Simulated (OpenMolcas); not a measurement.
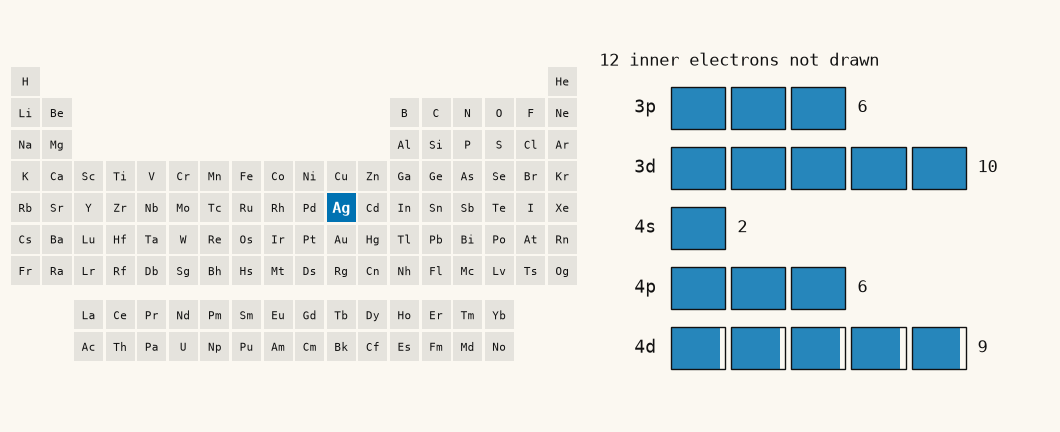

*Left, the place of silver in the periodic table; right, the outer shells of the leading configuration of the lowest level: a box for each of the 2l + 1 orbitals, shaded by the share of the shell that is filled, with the electron count at the right.*

**Ag²⁺ complex: multiconfigurational calculation**

System: Ag²⁺ with 6 ligands (O; octahedron, 2.245 Å), embedded in MgO by model potentials and point charges, whose field is part of the energies.
Method: state-averaged CASSCF, active space 9 electrons in the shell 4d, basis ANO-RCC-VTZP on the metal and ANO-RCC-VDZP on the ligands, DKH2 scalar Hamiltonian, spin-orbit coupling by RASSI with atomic mean-field integrals (OpenMolcas).

### The input
```
&GATEWAY
Basis set
Ag.ANO-RCC-VTZP.
Ag1 0.0 0.0 0.0 Angstrom
End of basis
Basis set
O.ANO-RCC-VDZP.
L1 2.245000 0.000000 0.000000 Angstrom
L2 0.000000 2.245000 0.000000 Angstrom
L3 0.000000 0.000000 2.245000 Angstrom
End of basis
Basis set
Mg.EMB-AIMP.Pascual.10s4p.1s1p.ECP.MgO.
PseudoCharge
* 3 symmetry-unique lattice sites within 7.6 angstrom
End of basis
Basis set
Mg.EMB-AIMP.Pascual.0s.0s.ECP.MgO.
PseudoCharge
* 40 symmetry-unique lattice sites within 7.6 angstrom
End of basis
Basis set
O.EMB-AIMP.Pascual.0s.0s.ECP.MgO.
PseudoCharge
* 55 symmetry-unique lattice sites within 7.6 angstrom
End of basis
Symmetry
XYZ
AngMom=0.0 0.0 0.0
AMFI
RICD
XField
997 Angstrom 0
* Evjen-weighted lattice charges
&SEWARD
&RASSCF
FileOrb=start.orb
Symmetry=1
Spin=2
nActEl=9 0 0
Inactive=24 24
Ras2=5 0
CIRoot=5 5 1
SDav=5
CIMx=300
Iter=150 100
PrWF=0.3
OrbListing=Nothing
MaxOrb=0
LevShft=1.0
>>> COPY $Project.JobIph JOB001
&RASSI
NrOfJobIphs=1 5
1 2 3 4 5
IphNames
JOB001
EJob
SpinOrbit
DIPRint=1.0
SOCoupling=1000.0
Subsets=2
Property=9
'ANGMOM' 1 'ANGMOM' 2 'ANGMOM' 3 'MLTPL  1' 1 'MLTPL  1' 2 'MLTPL  1' 3
'AMFI' 1 'AMFI' 2 'AMFI' 3
SOProperty=3
'ANGMOM' 1 'ANGMOM' 2 'ANGMOM' 3
```

The file start.orb holds starting orbitals from an earlier step. A driver script formed the levels outside the program, from RASSI's spin-orbit matrix and the active-space energies, averaged over the components of each term or state.

Hardware: 1 thread of Arm Neoverse V1, 24 GiB of memory available, shared host.

Launched with:
```bash
OMP_NUM_THREADS=1 MOLCAS_MEM=2457 MOLCAS_PROJECT=a pymolcas a.inp > a.log  # once for each step of the input, in one work folder
```

### The program's output (extracts)
```
--- SEWARD ---
Basis set label: AG.ANO-RCC...7S6P4D2F1G.

      Electronic valence basis set:
      ------------------
      Associated Effective Charge  47.000000 au
      Associated Actual Charge     47.000000 au
      Nuclear Model: Point charge

      Shell  nPrim  nBasis  Cartesian Spherical Contaminant
         s      21       7        X
         p      18       6        X
         d      13       4                 X
         f       6       2                 X
         g       4       1                 X
                  Relativistic Douglas-Kroll-Hess integrals:
                    - DKH order of Hamiltonian: 2
                    - DKH order of Properties : 0
                  Atomic mean-field integrals
--- RASSCF ---
Wave function specifications:
      -----------------------------

      Number of closed shell electrons          96
      Number of electrons in active shells       9
      Max number of holes in RAS1 space          0
      Max nr of electrons in RAS3 space          0
      Number of inactive orbitals               48
      Number of active orbitals                  5
      Number of secondary orbitals             123
      Spin quantum number                      0.5
      State symmetry                             1
Orbital specifications:
      -----------------------

      Symmetry species                           1   2
                                                ag  au
      Frozen orbitals                            0   0
      Inactive orbitals                         24  24
      Active orbitals                            5   0
      RAS1 orbitals                              0   0
      RAS2 orbitals                              5   0
      RAS3 orbitals                              0   0
      Secondary orbitals                        61  62
      Deleted orbitals                           0   0
      Number of basis functions                 90  86
      Number of CSFs                             5
      Number of root(s) required                 5
      Iter CI   SX   CI       RASSCF       Energy    max ROT     max BLB   max BLB  Level Ln srch  Step   QN
          iter iter root      energy       change     param      element    value   shift minimum  type update
 Nr of preliminary CI iterations:   1
      Total energies have been shifted. Add                -5000.00 au
        1   1   11    0  -768.99860814    0.00E+00  -5.84E-02   12  83 2  4.85E-01*  1.62   0.00    SX    NO
        2   1   12    0  -770.50645143   -1.51E+00* -7.54E-02   12  83 2  2.30E-01*  1.33   0.00    SX    NO
        3   1   11    0  -770.87209005   -3.66E-01* -6.54E-02   12  32 2  1.09E-01*  1.18   0.00    SX    NO
        4   1   11    0  -770.93176389   -5.97E-02* -4.47E-02   24  34 2  6.08E-02*  1.11   0.00    SX    NO
        5   1   11    0  -770.94969848   -1.79E-02* -5.08E-02   24  34 2  3.84E-02*  1.08   2.50    LS   YES
        6   1   11    0  -770.95961852   -9.92E-03* -2.99E-02   26  32 1 -1.41E-02*  1.04   1.37    QN   YES
        7   1   10    0  -770.96278644   -3.17E-03* -2.03E-02   26  32 1 -7.79E-03*  1.03   1.75    LS   YES
        8   1   10    0  -770.96349105   -7.05E-04* -5.94E-03   22  55 1 -8.86E-03*  1.02   1.11    QN   YES
        9   1   10    0  -770.96412179   -6.31E-04* -3.93E-03   22  55 1 -4.01E-03*  1.02   1.68    LS   YES
       10   1    9    0  -770.96424462   -1.23E-04* -2.32E-03   24  75 2  2.50E-03*  1.02   1.02    QN   YES
       11   1    9    0  -770.96428936   -4.47E-05* -2.16E-03   12  32 2 -1.05E-03*  1.02   1.94    LS   YES
       12   1    9    0  -770.96430322   -1.39E-05* -2.34E-03    9  47 2  1.10E-03*  1.01   1.02    QN   YES
       13   1    8    0  -770.96431542   -1.22E-05* -2.55E-03   24  34 2 -6.29E-04*  1.01   2.11    LS   YES
       14   1    8    0  -770.96432006   -4.64E-06* -1.07E-03   27  33 1 -1.06E-03*  1.01   1.01    QN   YES
       15   1    8    0  -770.96432435   -4.29E-06* -9.63E-04   21  66 2 -2.72E-04*  1.01   1.57    QN   YES
       16   1    7    0  -770.96432579   -1.43E-06* -2.75E-04   13  33 2 -1.06E-04*  1.01   1.15    QN   YES
       17   1    6    0  -770.96432593   -1.49E-07* -2.01E-04   12  32 2  6.66E-05   1.01   1.73    LS   YES
       18   1    6    0  -770.96432596   -2.38E-08* -9.96E-05   10  48 2  5.71E-05   1.01   0.84    QN   YES
       19   1    6    0  -770.96432599   -3.58E-08* -1.10E-04   12  32 2  1.80E-05   1.01   1.20    QN   YES
       20   1    5    0  -770.96432600   -1.09E-08* -3.76E-05   12  83 2 -9.15E-06   1.01   1.12    QN   YES
       21   1    5    0  -770.96432601   -1.35E-09  -2.33E-05   12  32 2 -4.64E-06   1.01   1.60    QN   YES
      Convergence after 21 iterations
       22   1    5    0  -770.96432601   -4.51E-10  -2.33E-05   13  33 2  2.43E-06   1.01   1.60    QN   YES
      Natural orbitals and occupation numbers for root  1
      sym 1:   2.000000   2.000000   1.000000   2.000000   2.000000
      Natural orbitals and occupation numbers for root  2
      sym 1:   2.000000   2.000000   2.000000   1.000000   2.000000
      Natural orbitals and occupation numbers for root  3
      sym 1:   1.000000   2.000000   2.000000   2.000000   2.000000
::    RASSCF root number  1 Total energy:  -5771.00895776
::    RASSCF root number  2 Total energy:  -5771.00895776
::    RASSCF root number  3 Total energy:  -5770.93457151
::    RASSCF root number  4 Total energy:  -5770.93457151
::    RASSCF root number  5 Total energy:  -5770.93457151
--- RASSI ---
SPIN-FREE ENERGIES:
  (Shifted by EMIN (a.u.) =      -5771.0089577566)

 SF State       Relative EMIN(au)   Rel lowest level(eV)    D:o, cm**(-1)

     1             0.0000000000        0.0000000000              0.0000
     2             0.0000000000        0.0000000000              0.0000
     3             0.0743862507        2.0241529996          16325.8950
     4             0.0743862507        2.0241529996          16325.8950
     5             0.0743862507        2.0241529996          16325.8950
     Dipole printing threshold changed to   1.00000000E+00
Eigenvalues of complex Hamiltonian:
   -----------------------------------
  (Shifted by EMIN (a.u.) =      -5771.0089577566)

 SO State       Relative EMIN(au)   Rel lowest level(eV)    D:o, cm**(-1)

     1            -0.0009523239        0.0000000000              0.0000
     2            -0.0009523239        0.0000000000              0.0000
     3            -0.0009523239        0.0000000000              0.0000
     4            -0.0009523239        0.0000000000              0.0000
     5             0.0670884797        1.8514845894          14933.2303
     6             0.0670884797        1.8514845894          14933.2303
     7             0.0789874602        2.1752723415          17544.7546
     8             0.0789874602        2.1752723415          17544.7546
     9             0.0789874602        2.1752723415          17544.7546
    10             0.0789874602        2.1752723415          17544.7546
Weights of the five most important spin-orbit-free states for each spin-orbit state.

 SO State  Total energy (au)           Spin-free states, spin, and weights
 -------------------------------------------------------------------------------------------------------
    1        -0.000952       2 0.5  0.8977    1 0.5  0.0904    5 0.5  0.0065    3 0.5  0.0052    4 0.5  0.0003
    2        -0.000952       2 0.5  0.8796    1 0.5  0.1085    5 0.5  0.0064    3 0.5  0.0048    4 0.5  0.0007
    3        -0.000952       1 0.5  0.8552    2 0.5  0.1329    4 0.5  0.0075    3 0.5  0.0025    5 0.5  0.0019
    4        -0.000952       1 0.5  0.9221    2 0.5  0.0660    4 0.5  0.0074    3 0.5  0.0034    5 0.5  0.0011
    5         0.067088       5 0.5  0.3333    3 0.5  0.3333    4 0.5  0.3333    1 0.5  0.0000    2 0.5  0.0000
    6         0.067088       5 0.5  0.3333    3 0.5  0.3333    4 0.5  0.3333    1 0.5  0.0000    2 0.5  0.0000
    7         0.078987       5 0.5  0.6587    4 0.5  0.1679    3 0.5  0.1614    2 0.5  0.0117    1 0.5  0.0002
    8         0.078987       3 0.5  0.4973    4 0.5  0.4908    1 0.5  0.0117    2 0.5  0.0002    5 0.5  0.0000
    9         0.078987       5 0.5  0.6587    4 0.5  0.1679    3 0.5  0.1615    2 0.5  0.0117    1 0.5  0.0002
   10         0.078987       3 0.5  0.4973    4 0.5  0.4908    1 0.5  0.0117    2 0.5  0.0002    5 0.5  0.0000
 -------------------------------------------------------------------------------------------------------
```

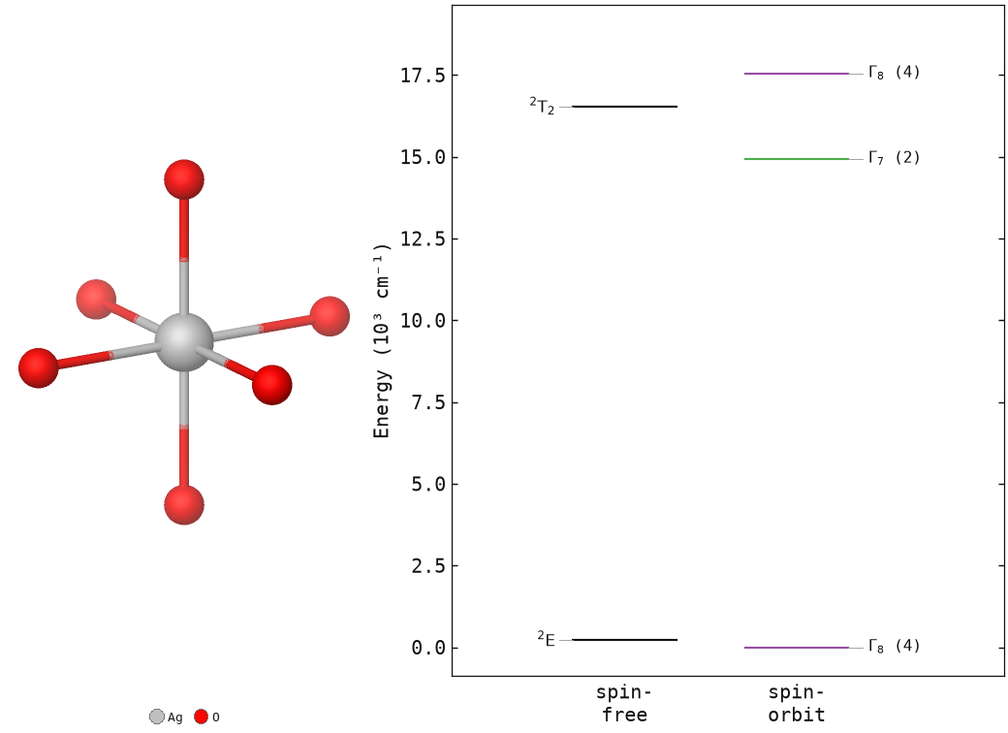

*Ag²⁺ (4d⁹) as a dopant in MgO, a cluster with its 6 nearest O²⁻ at 2.245 Å (octahedron) embedded in model potentials and point charges; the geometry was set, not optimised, and its levels. Labels give the representation in O, Td, D4 or D3 as the site allows (double group for half-integer spin) where it could be assigned and, in brackets, the degeneracy; spin-free states, where drawn, share the zero of the spin-orbit levels.*

The ground level is Γ₈, 4-fold degenerate, 100 % from states of spin multiplicity 2. The next level lies at 14,900 cm⁻¹ (Γ₇). The lowest spin-free state is ²E; of the same spin there follows at 16,300 cm⁻¹ (²T₂) above it. A ligand-field fit to the spin-free states gives |10Dq| = 16,300 cm⁻¹. The active orbitals hold 78 to 90 % metal character (Löwdin), and the Mulliken charge of the metal is +1.31.

### Summary

- outcome: converged
- energy of the lowest spin-free term: −5771.00896 hartree
- energy of the lowest spin-orbit level: −5771.00991 hartree
- largest spread among components of a term: 0.0 cm⁻¹
- wall time: 24 s
- peak memory: 0.4 GiB

### Remarks

Without dynamic correlation the splittings between terms come out too large, often by 20 to 50 %. Limits: orbital doublet at a regular site, Jahn-Teller distortion not allowed for; covalent bonds, ligand orbitals missing from the active space; the geometry is set by hand, with no relaxation.
